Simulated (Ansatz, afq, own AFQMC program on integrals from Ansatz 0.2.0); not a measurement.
# SiH4F (doublet): AFQMC on the coupled-cluster ladder at distance Si1–H5 along a hydrogen transfer = 1.675 Å, cc-pVTZ

How near does AFQMC come to the top of the ladder for SiH4F (doublet)?

Computed with Ansatz 0.2.0, Gaussian basis, and an in-house AFQMC program (afq) on its integrals; all values are calculated. Level: cc-pVTZ, frozen cores.

The runs, in order: PBE (unrestricted); r2SCAN (unrestricted); PBE0 (unrestricted); B3LYP (unrestricted); CCSD(T) on UHF; wB97M-V (unrestricted); B2PLYP (unrestricted); Phaseless AFQMC, CISD trial on UHF; Phaseless AFQMC, single-determinant trial on UHF.

### Step 1. What is computed

The geometry derives from fragments relaxed apart (PBE0/def2-TZVP) and kept rigid, so it is no stationary point. A hydrogen atom is moved between rigid fragments.

6 atoms, charge 0, spin multiplicity 2.

Atoms are counted from 1 here; the program's logs count them from 0.

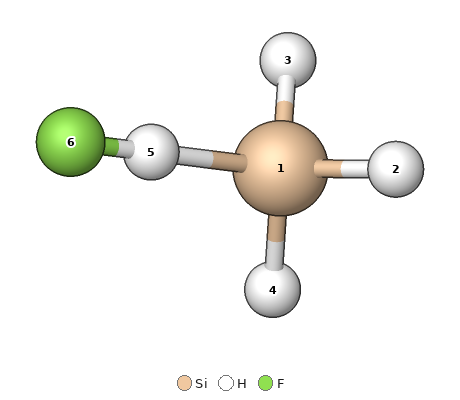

The structure; silicon light orange, hydrogen white, fluorine green; atoms are numbered from 1 in the order of the file.

### Step 2. PBE (unrestricted)

in.yaml

```yaml
crystal:
  periodic: [false, false, false]
  atoms:
    - {symbol: Si, position_ang: [-1.013966, 0.000000, 0.000000]}
    - {symbol: H, position_ang: [-1.508838, 1.399708, 0.000000]}
    - {symbol: H, position_ang: [-1.508838, -0.699854, 1.212183]}
    - {symbol: H, position_ang: [-1.508838, -0.699854, -1.212183]}
    - {symbol: H, position_ang: [0.661034, 0.000000, 0.000000]}
    - {symbol: F, position_ang: [1.704034, 0.000000, 0.000000]}
basis:
  gaussian: {orbitals: cc-pVTZ}
magnetization: {spin_polarized: true, initial_magnetization: 1}
hamiltonian: {xc: {name: PBE}}
output: {orbitals: {seedname: orbitals}}
```

Run with:

```bash
> ansatz run in.yaml --threads 1 --pin off --events-out ev --progress --plain --max-ram 8192MiB --backend cpu
```

Log:

```text
Functional definition: PBE
  name "PBE"
  cite "Perdew, Burke & Ernzerhof, Phys. Rev. Lett. 77, 3865 (1996) doi:10.1103/PhysRevLett.77.3865"
  parent pbe
  parameter kappa = 0.804
  parameter beta = 0.06672455060314922
  exchange = pbe_x(kappa = kappa, mu = beta*pi^2/3)
  correlation = pbe_c(beta = beta)
661 factors; their error is unknown
mean field evaluation 1: about -10650.2055 eV, gradient 2.3e1 eV
mean field evaluation 2: about -10644.5602 eV, gradient 5.0e1 eV
mean field evaluation 4: about -10651.9610 eV, gradient 1.2e0 eV
mean field evaluation 8: about -10651.9360 eV, gradient 2.0e-2 eV
mean field evaluation 16: about -10651.9360 eV, gradient 1.5e-5 eV
mean field -10651.93604008 eV, -391.4514293314 hartree, gradient 1.5e-5 eV, S^2 0.752370; 0 other end points of the search recorded, 0 dependent functions left out
reference -10651.93607395 eV, -391.4514305761 hartree; 14, 13 occupied and 106, 107 virtual orbitals, 661 factors
Total energy: -10651.93607395 eV, -391.4514305761 hartree
```

Wall time 1.6 s (1 thread of AMD EPYC 7R13 (Zen 3), shared host); peak memory 2.1 GiB.

From the report: ⟨S²⟩ of the determinant 0.752 (pure doublet: 0.75).

### Step 3. r2SCAN (unrestricted)

Changes to in.yaml since step 2:

```diff
@@ -12,3 +12,2 @@
 magnetization: {spin_polarized: true, initial_magnetization: 1}
-hamiltonian: {xc: {name: PBE}}
-output: {orbitals: {seedname: orbitals}}
+hamiltonian: {xc: {name: r2SCAN}}
```

Launched as before.

Log:

```text
Functional definition: r2SCAN
  name "r2SCAN"
  cite "Furness, Kaplan, Ning, Perdew & Sun, J. Phys. Chem. Lett. 11, 8208 (2020) doi:10.1021/acs.jpclett.0c02405"
  cite "Furness, Kaplan, Ning, Perdew & Sun, J. Phys. Chem. Lett. 11, 9248 (2020) doi:10.1021/acs.jpclett.0c03077"
  parent r2scan
  parameter k0 = 0.174
  parameter k1 = 0.065
  parameter a1 = 4.9479
  exchange = r2scan_x(k0 = k0, k1 = k1, a1 = a1)
  correlation = r2scan_c
661 factors; their error is unknown
mean field evaluation 1: about -10655.4287 eV, gradient 2.2e1 eV
mean field evaluation 2: about -10651.6697 eV, gradient 4.3e1 eV
mean field evaluation 4: about -10656.9462 eV, gradient 9.3e-1 eV
mean field evaluation 8: about -10656.9171 eV, gradient 1.4e-1 eV
mean field evaluation 16: about -10656.9172 eV, gradient 3.3e-5 eV
mean field -10656.91715614 eV, -391.6344819704 hartree, gradient 3.3e-5 eV, S^2 0.755323; 0 other end points of the search recorded, 0 dependent functions left out
reference -10656.91716721 eV, -391.6344823769 hartree; 14, 13 occupied and 106, 107 virtual orbitals, 661 factors
Total energy: -10656.91716721 eV, -391.6344823769 hartree
```

Run time: 3.3 s. Hardware: 1 thread of AMD EPYC 7R13 (Zen 3), shared host; peak memory 2.1 GiB.

From the report: ⟨S²⟩ of the determinant 0.755 (pure doublet: 0.75).

### Step 4. PBE0 (unrestricted)

Changes to in.yaml since step 3:

```diff
@@ -12,2 +12,3 @@
 magnetization: {spin_polarized: true, initial_magnetization: 1}
-hamiltonian: {xc: {name: r2SCAN}}
+hamiltonian: {xc: {name: PBE0}}
+output: {orbitals: {seedname: orbitals}}
```

The command is unchanged.

Log:

```text
Functional definition: PBE0
  name "PBE0"
  cite "Adamo & Barone, J. Chem. Phys. 110, 6158 (1999) doi:10.1063/1.478522"
  cite "Perdew, Burke & Ernzerhof, Phys. Rev. Lett. 77, 3865 (1996) doi:10.1103/PhysRevLett.77.3865"
  parent pbe
  parameter a = 0.25
  parameter kappa = 0.804
  parameter beta = 0.06672455060314922
  exchange = (1 - a)*pbe_x(kappa = kappa, mu = beta*pi^2/3) + a*exact_x
  correlation = pbe_c(beta = beta)
670 factors; their error is unknown
mean field evaluation 1: about -10651.3155 eV, gradient 2.1e1 eV
mean field evaluation 2: about -10649.1448 eV, gradient 3.6e1 eV
mean field evaluation 4: about -10652.6713 eV, gradient 5.0e-1 eV
mean field evaluation 8: about -10652.7050 eV, gradient 1.3e-1 eV
mean field evaluation 16: about -10652.7051 eV, gradient 2.0e-5 eV
mean field -10652.70507860 eV, -391.4796909756 hartree, gradient 2.0e-5 eV, S^2 0.754008; 0 other end points of the search recorded, 0 dependent functions left out
reference -10652.70510418 eV, -391.4796919156 hartree; 14, 13 occupied and 106, 107 virtual orbitals, 670 factors
Total energy: -10652.70510418 eV, -391.4796919156 hartree
```

It took 2.2 s on 1 thread of AMD EPYC 7R13 (Zen 3), shared host; peak memory 2.1 GiB.

From the report: ⟨S²⟩ of the determinant 0.754 (pure doublet: 0.75).

### Step 5. B3LYP (unrestricted)

Changes to in.yaml since step 4:

```diff
@@ -12,3 +12,2 @@
 magnetization: {spin_polarized: true, initial_magnetization: 1}
-hamiltonian: {xc: {name: PBE0}}
-output: {orbitals: {seedname: orbitals}}
+hamiltonian: {xc: {name: B3LYP}}
```

Launched as before.

Log:

```text
Functional definition: B3LYP
  name "B3LYP"
  cite "Stephens, Devlin, Chabalowski & Frisch, J. Phys. Chem. 98, 11623 (1994) doi:10.1021/j100096a001"
  cite "Becke, Phys. Rev. A 38, 3098 (1988) doi:10.1103/PhysRevA.38.3098"
  cite "Lee, Yang & Parr, Phys. Rev. B 37, 785 (1988) doi:10.1103/PhysRevB.37.785"
  cite "Vosko, Wilk & Nusair, Can. J. Phys. 58, 1200 (1980) doi:10.1139/p80-159"
  parameter a0 = 0.2
  parameter ax = 0.72
  parameter ac = 0.81
  exchange = (1 - a0 - ax)*slater_x + ax*b88_x + a0*exact_x
  correlation = (1 - ac)*vwn_rpa_c + ac*lyp_c
670 factors; their error is unknown
mean field evaluation 1: about -10657.9634 eV, gradient 2.3e1 eV
mean field evaluation 2: about -10654.7313 eV, gradient 4.2e1 eV
mean field evaluation 4: about -10659.5539 eV, gradient 6.7e-1 eV
mean field evaluation 8: about -10659.5752 eV, gradient 1.3e-1 eV
mean field evaluation 16: about -10659.5752 eV, gradient 1.3e-5 eV
mean field -10659.57520244 eV, -391.7321633700 hartree, gradient 1.3e-5 eV, S^2 0.752917; 0 other end points of the search recorded, 0 dependent functions left out
reference -10659.57541957 eV, -391.7321713495 hartree; 14, 13 occupied and 106, 107 virtual orbitals, 670 factors
Total energy: -10659.57541957 eV, -391.7321713495 hartree
```

It took 2.2 s on 1 thread of AMD EPYC 7R13 (Zen 3), shared host; peak memory 2.1 GiB.

From the report: ⟨S²⟩ of the determinant 0.753 (pure doublet: 0.75).

### Step 6. CCSD(T) on UHF

Changes to in.yaml since step 5:

```diff
@@ -12,2 +12,2 @@
 magnetization: {spin_polarized: true, initial_magnetization: 1}
-hamiltonian: {xc: {name: B3LYP}}
+correlation: {method: ccsd_t, electrons: outside_noble_gas, hamiltonian_folder: ham}
```

Run with:

```bash
> ansatz run in.yaml --threads 1 --pin off --events-out ev --progress --plain --max-ram 24576MiB --backend cuda --devices 0, --max-vram 18GiB
```

Log:

```text
Functional definition: HF
  name "HF"
  cite "Fock, Z. Phys. 61, 126 (1930) doi:10.1007/BF01340294"
  parent pbe
  exchange = exact_x
  correlation = 0
699 factors; integrals over basis functions are off by at most 1.4e-3 eV
mean field evaluation 1: about -10628.3589 eV, gradient 2.0e1 eV
mean field evaluation 2: about -10628.3651 eV, gradient 2.0e1 eV
mean field evaluation 4: about -10630.2995 eV, gradient 2.2e0 eV
mean field evaluation 8: about -10630.3671 eV, gradient 1.7e-1 eV
mean field evaluation 16: about -10630.3496 eV, gradient 6.8e-1 eV
mean field -10630.36789089 eV, -390.6588144679 hartree, gradient 3.6e-6 eV, S^2 0.765120; 0 other end points of the search recorded, 0 dependent functions left out
6 core orbitals not correlated: weight in the atoms' cores, before any rotation towards them, 1.000 or more for the frozen orbitals, at most 0.000 for the correlated occupied ones
reference -10630.36789089 eV, -390.6588144679 hartree; 8, 7 occupied and 106, 107 virtual orbitals, 699 factors
second order -10.91053631 eV of doubles, -0.00000000 eV of singles
cycle   1  -11.27786597 eV  change   -3.7e-1 eV  update   7.6e-2
cycle   2  -11.59516385 eV  change   -3.2e-1 eV  update   2.6e-2
cycle   3  -11.67322765 eV  change   -7.8e-2 eV  update   1.4e-2
cycle   4  -11.66624642 eV  change    7.0e-3 eV  update   4.2e-3
cycle   5  -11.66598416 eV  change    2.6e-4 eV  update   1.8e-3
cycle   6  -11.66646744 eV  change   -4.8e-4 eV  update   6.4e-4
cycle   7  -11.66625855 eV  change    2.1e-4 eV  update   2.9e-4
cycle   8  -11.66629370 eV  change   -3.5e-5 eV  update   9.9e-5
cycle   9  -11.66633625 eV  change   -4.3e-5 eV  update   3.6e-5
cycle  10  -11.66632914 eV  change    7.1e-6 eV  update   1.2e-5
perturbative correction -0.32338591 eV, -0.0118842128 hartree
Total energy: -10642.35760593 eV, -391.0994283689 hartree
```

Wall time 10 s (1 × NVIDIA H100 80GB HBM3 with 1 thread of AMD EPYC 7R13 (Zen 3), shared host); peak host memory 2.1 GiB.

From the report: ⟨S²⟩ of the determinant 0.765 (pure doublet: 0.75); correlation -11.9897 eV; T1 0.015; largest double amplitude 0.03.

This run also writes the integrals to the folder ham.

### Step 7. wB97M-V (unrestricted)

Changes to in.yaml since step 6:

```diff
@@ -12,2 +12,3 @@
 magnetization: {spin_polarized: true, initial_magnetization: 1}
-correlation: {method: ccsd_t, electrons: outside_noble_gas, hamiltonian_folder: ham}
+hamiltonian: {xc: {name: wB97M-V}}
+output: {orbitals: {seedname: orbitals}}
```

Run with:

```bash
> ansatz run in.yaml --threads 1 --pin off --events-out ev --progress --plain --max-ram 8192MiB --backend cpu
```

Log:

```text
Functional definition: wB97M-V
  name "wB97M-V"
  cite "Mardirossian & Head-Gordon, J. Chem. Phys. 144, 214110 (2016) doi:10.1063/1.4952647"
  cite "Becke, J. Chem. Phys. 107, 8554 (1997) doi:10.1063/1.475007"
  cite "Vydrov & Van Voorhis, J. Chem. Phys. 133, 244103 (2010) doi:10.1063/1.3521275"
  # Of w^i u^j: cxij and so on, Table III.
  parameter omega = 0.3/bohr
  parameter cx = 0.15
  parameter cx01 = 1.007
  parameter cx10 = 0.259
  parameter css00 = 0.443
  parameter css04 = -1.437
  parameter css10 = -4.535
  parameter css20 = -3.390
  parameter css43 = 4.278
  parameter cos00 = 1.000
  parameter cos10 = 1.358
  parameter cos20 = 2.924
  parameter cos21 = -8.812
  parameter cos60 = -1.390
  parameter cos61 = 9.142
  parameter b = 6.0
  parameter c = 0.01
  gx(w, u) = 1 - cx + cx01*u + cx10*w
  gss(w, u) = css00 + css04*u^4 + css10*w + css20*w^2 + css43*w^4*u^3
  gos(w, u) = cos00 + cos10*w + (cos20 + cos21*u)*w^2 + (cos60 + cos61*u)*w^6
  exchange = spin_sum(e_x_unif_sr(omega)*gx(b97_w, b97_u_x)) + cx*exact_x_sr(omega) + exact_x_lr(omega)
  correlation = spin_sum(e_c_pw_mod_same_spin*gss(b97_w, b97_u_same))
      + integral(e_c_pw_mod_opposite_spin*gos(b97_w_opposite, b97_u_opposite)) + vv10(b, c)
670 factors; their error is unknown
163 factors; integrals over basis functions are off by at most 1.4e-5 eV
mean field evaluation 1: about -10655.2855 eV, gradient 2.1e1 eV
mean field evaluation 2: about -10654.8995 eV, gradient 2.7e1 eV
mean field evaluation 4: about -10656.8260 eV, gradient 3.0e-1 eV
mean field evaluation 8: about -10656.8379 eV, gradient 1.4e-2 eV
mean field evaluation 16: about -10656.8379 eV, gradient 7.2e-5 eV
mean field -10656.83794613 eV, -391.6315710560 hartree, gradient 7.2e-5 eV, S^2 0.752424; 0 other end points of the search recorded, 0 dependent functions left out
reference -10656.83798374 eV, -391.6315724382 hartree; 14, 13 occupied and 106, 107 virtual orbitals, 670 factors
Total energy: -10656.83798374 eV, -391.6315724382 hartree
```

Run time: 6.5 s. Hardware: 1 thread of AMD EPYC 7R13 (Zen 3), shared host; peak memory 2.1 GiB.

From the report: ⟨S²⟩ of the determinant 0.752 (pure doublet: 0.75).

### Step 8. B2PLYP (unrestricted)

Changes to in.yaml since step 7:

```diff
@@ -12,3 +12,3 @@
 magnetization: {spin_polarized: true, initial_magnetization: 1}
-hamiltonian: {xc: {name: wB97M-V}}
-output: {orbitals: {seedname: orbitals}}
+hamiltonian: {xc: {name: B2PLYP}}
+correlation: {electrons: outside_noble_gas}
```

Same command.

Log:

```text
Functional definition: B2PLYP
  name "B2PLYP"
  cite "Grimme, J. Chem. Phys. 124, 034108 (2006) doi:10.1063/1.2148954"
  cite "Becke, Phys. Rev. A 38, 3098 (1988) doi:10.1103/PhysRevA.38.3098"
  cite "Lee, Yang & Parr, Phys. Rev. B 37, 785 (1988) doi:10.1103/PhysRevB.37.785"
  parameter a = 0.53
  parameter c = 0.27
  exchange = (1 - a)*b88_x + a*exact_x
  correlation = (1 - c)*lyp_c + c*(mp2_os + mp2_ss)
699 factors; integrals over basis functions are off by at most 1.4e-3 eV
mean field evaluation 1: about -10648.7987 eV, gradient 2.1e1 eV
mean field evaluation 2: about -10648.8439 eV, gradient 2.1e1 eV
mean field evaluation 4: about -10650.2865 eV, gradient 1.1e0 eV
mean field evaluation 8: about -10650.3023 eV, gradient 4.9e-2 eV
mean field evaluation 16: about -10650.3024 eV, gradient 5.4e-5 eV
mean field -10650.30238683 eV, -391.3913936819 hartree, gradient 4.7e-6 eV, S^2 0.756937; 0 other end points of the search recorded, 0 dependent functions left out
6 core orbitals not correlated: weight in the atoms' cores, before any rotation towards them, 1.000 or more for the frozen orbitals, at most 0.000 for the correlated occupied ones
reference -10650.30252454 eV, -391.3913987424 hartree; 8, 7 occupied and 106, 107 virtual orbitals, 699 factors
second order -13.10056243 eV of doubles, -0.00000000 eV of singles
Total energy: -10653.83967639 eV, -391.5213866756 hartree
```

It took 3.2 s on 1 thread of AMD EPYC 7R13 (Zen 3), shared host; peak memory 2.1 GiB.

From the report: ⟨S²⟩ of the determinant 0.757 (pure doublet: 0.75).

### Step 9. Phaseless AFQMC, CISD trial on UHF

It reads the integrals that the CCSD(T) run on this determinant wrote.

Run with:

```bash
> afq ham --method phaseless --trial cisd --walkers 600 --populations 10 --least-time 60 --time-step 0.005 --steps-per-block 50 --equilibration-blocks 28 --max-blocks 4000 --target-error 0.00023 --factor-cut 1e-05 --start spin_pure --seed 5695 --release-times 0.24,0.51,0.99,1.5 --release-step 0.03 --release-every 4 --taylor-order 6
```

Log:

```text
orbitals 114  electrons 8 7  factors 694 of 699
reference energy -390.65881447 Eh
CCSD correlation -0.42872985 Eh in 13 cycles, weight of the determinant in the CISD state 0.8742
energy of the start -391.086517 Eh
 block  time / (1/Eh)  mean weight  energy / Eh
     1     0.250  1.0008  -391.084134
     2     0.500  0.9984  -391.089001
     3     0.750  1.0017  -391.093662
     4     1.000  1.0002  -391.095142
     5     1.250  1.0004  -391.098519
     6     1.500  0.9996  -391.096093
     7     1.750  0.9995  -391.099616
     8     2.000  0.9987  -391.101455
     9     2.250  1.0002  -391.101942
    10     2.500  1.0014  -391.101518
    15     3.750  0.9995  -391.099801
    22     5.500  0.9993  -391.101436
    29     7.250  0.9991  -391.099634
    36     9.000  0.9985  -391.101351
    43    10.750  1.0000  -391.102450
    50    12.500  0.9994  -391.097666
    57    14.250  0.9999  -391.099531
    64    16.000  1.0020  -391.100508
    71    17.750  1.0001  -391.101269
    78    19.500  1.0000  -391.100466
    85    21.250  0.9996  -391.104495
    92    23.000  1.0001  -391.101336
    99    24.750  1.0000  -391.096513
   106    26.500  0.9990  -391.100573
   113    28.250  1.0001  -391.101354
   120    30.000  0.9998  -391.102614
   127    31.750  1.0006  -391.097729
   134    33.500  1.0007  -391.100217
   141    35.250  0.9999  -391.098026
   148    37.000  0.9997  -391.101107
   155    38.750  1.0010  -391.100679
   162    40.500  0.9995  -391.103458
   169    42.250  1.0009  -391.097803
   176    44.000  1.0009  -391.102312
   183    45.750  0.9984  -391.100024
   190    47.500  1.0006  -391.099053
   197    49.250  1.0004  -391.100371
   204    51.000  0.9993  -391.103277
   211    52.750  1.0008  -391.100696
   218    54.500  1.0000  -391.099748
   225    56.250  0.9994  -391.101156
   232    58.000  1.0003  -391.099157
   239    59.750  1.0003  -391.101223
   246    61.500  0.9991  -391.099416
   253    63.250  0.9996  -391.099333
   260    65.000  1.0010  -391.102283
   267    66.750  1.0006  -391.099457
   274    68.500  1.0004  -391.101898
   281    70.250  1.0003  -391.099419
   288    72.000  1.0001  -391.099462
   295    73.750  0.9991  -391.104367
error from the spread of 10 populations
released: time / (1/Eh)  energy / Eh  error  mean overlap
  0.24  -391.100561  0.000245  0.9947
  0.51  -391.101036  0.000251  0.9876
  0.99  -391.101055  0.000288  0.9690
  1.50  -391.100477  0.000288  0.9607
energy -391.100493 +/- 0.000228 Eh
```

Run time: 3.4 min. Hardware: 1 × NVIDIA H100 80GB HBM3 with 2 threads of AMD EPYC 7R13 (Zen 3), shared host; peak host memory 2.1 GiB.

Energy -10642.3866 ± 0.0062 eV. Caveats: constraint bias not in the error.

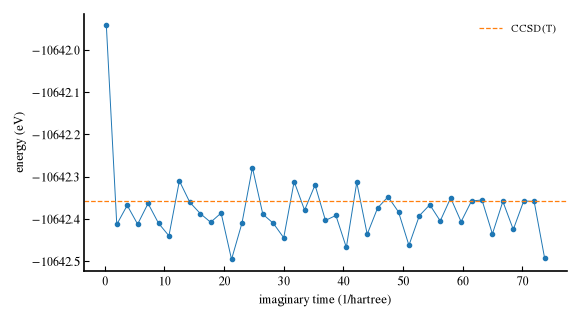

Block energies along the walk.

### Step 10. Phaseless AFQMC, single-determinant trial on UHF

It reads the integrals that the CCSD(T) run on this determinant wrote.

Run with:

```bash
> afq ham --method phaseless --trial hf --walkers 600 --populations 10 --least-time 40 --time-step 0.005 --steps-per-block 20 --equilibration-blocks 112 --max-blocks 4000 --target-error 0.00115 --factor-cut 1e-05 --start spin_pure --seed 2736 --taylor-order 6
```

Log:

```text
orbitals 114  electrons 8 7  factors 694 of 699
reference energy -390.65881447 Eh
CCSD correlation -0.42872985 Eh in 13 cycles, weight of the determinant in the CISD state 0.8742
energy of the start -390.659327 Eh
 block  time / (1/Eh)  mean weight  energy / Eh
     1     0.100  1.0056  -390.832957
     2     0.200  1.0046  -390.922809
     3     0.300  1.0039  -390.966968
     4     0.400  1.0030  -390.999087
     5     0.500  1.0033  -391.019646
     6     0.600  1.0012  -391.020195
     7     0.700  0.9988  -391.030852
     8     0.800  1.0005  -391.038240
     9     0.900  1.0017  -391.048459
    10     1.000  0.9993  -391.061933
    13     1.300  0.9992  -391.074479
    19     1.900  1.0008  -391.090160
    25     2.500  0.9983  -391.097261
    31     3.100  0.9998  -391.094142
    37     3.700  1.0002  -391.090308
    43     4.300  1.0003  -391.100942
    49     4.900  0.9981  -391.088860
    55     5.500  1.0003  -391.104509
    61     6.100  1.0002  -391.088034
    67     6.700  1.0003  -391.094470
    73     7.300  1.0015  -391.120440
    79     7.900  1.0003  -391.094094
    85     8.500  0.9991  -391.109678
    91     9.100  1.0005  -391.085671
    97     9.700  1.0012  -391.097552
   103    10.300  1.0002  -391.119682
   109    10.900  0.9989  -391.087542
   115    11.500  1.0005  -391.098593
   121    12.100  0.9992  -391.098350
   127    12.700  0.9990  -391.084104
   133    13.300  0.9992  -391.108307
   139    13.900  1.0003  -391.098449
   145    14.500  1.0008  -391.096464
   151    15.100  0.9990  -391.114477
   157    15.700  1.0002  -391.122993
   163    16.300  0.9989  -391.102186
   169    16.900  1.0002  -391.102256
   175    17.500  1.0005  -391.089480
   181    18.100  1.0021  -391.123223
   187    18.700  1.0001  -391.097349
   193    19.300  0.9993  -391.084677
   199    19.900  0.9983  -391.099063
   205    20.500  1.0004  -391.110461
   211    21.100  0.9981  -391.112175
   217    21.700  1.0001  -391.107559
   223    22.300  1.0013  -391.106632
   229    22.900  0.9995  -391.129776
   235    23.500  1.0000  -391.099690
   241    24.100  1.0009  -391.093576
   247    24.700  0.9995  -391.102717
error from the spread of 10 populations
energy -391.104123 +/- 0.001074 Eh
```

Run time: 23 s. Hardware: 1 × NVIDIA H100 80GB HBM3 with 2 threads of AMD EPYC 7R13 (Zen 3), shared host; peak host memory 2.1 GiB.

Energy -10642.4854 ± 0.0292 eV. Caveats: constraint bias not in the error.

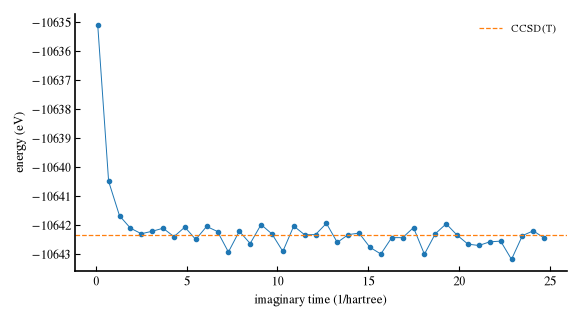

Block energies along the walk.

### Step 11. All levels side by side

On the UHF determinant, counted from CCSD(T) (a yardstick, not exact):

| level | energy (eV) | from CCSD(T) (kcal/mol) | statistical error (kcal/mol) | time |
| --- | --- | --- | --- | --- |
| HF | -10630.3679 | +276.49 |  |  |
| MP2 | -10641.2784 | +24.89 |  |  |
| CCSD | -10642.0342 | +7.46 |  |  |
| CCSD(T) | -10642.3576 | 0.00 |  |  |
| Phaseless AFQMC, CISD trial, step 0.005, 600 walkers | -10642.3866 | -0.67 | 0.14 | 3.4 min |
| Phaseless AFQMC, single-determinant trial, step 0.005, 600 walkers | -10642.4854 | -2.95 | 0.67 | 23 s |

The functionals' totals stand on their own zeros and serve differences with other points: PBE -10651.936 eV; r2SCAN -10656.917 eV; PBE0 -10652.705 eV; B3LYP -10659.575 eV; wB97M-V -10656.838 eV; B2PLYP -10653.840 eV.

### Step 12. Outcome

| quantity | value |
| --- | --- |
| Phaseless AFQMC, CISD trial on UHF from CCSD(T) | -0.67 ± 0.14 kcal/mol |
| Phaseless AFQMC, single-determinant trial on UHF from CCSD(T) | -2.95 ± 0.67 kcal/mol |

On UHF the phaseless walk with the CISD trial lies -0.67 kcal/mol from CCSD(T), 5 times its error bar. Error bars are statistical and leave out the constraint, the time step and what remains of the start.
